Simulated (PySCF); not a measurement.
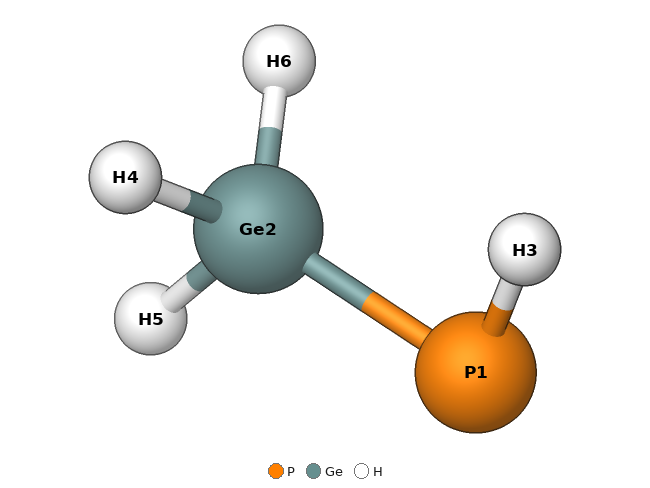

State: charge −1, singlet. Computed geometry: GFN2-xTB optimisation. No frequency run is at hand to confirm it as a minimum. Properties computed with delta-SCF UKS SCAN, pcX-2 on the ionised atom, pcseg-1 elsewhere, spin-free X2C (PySCF 2.14.0).

Give the core-electron binding energies (to vacuum; p and d levels without spin–orbit splitting) of P1 1s, P1 2p.

| atom | level | binding energy (eV) |
| --- | --- | --- |
| P1 | 1s | 2142.5 |
| P1 | 2p | 129.3 |

The geometry is semi-empirical. Around Ge, P such bond lengths and angles can be off by a tenth of an ångström or more and by several degrees, and values that hang on the shape move with them.
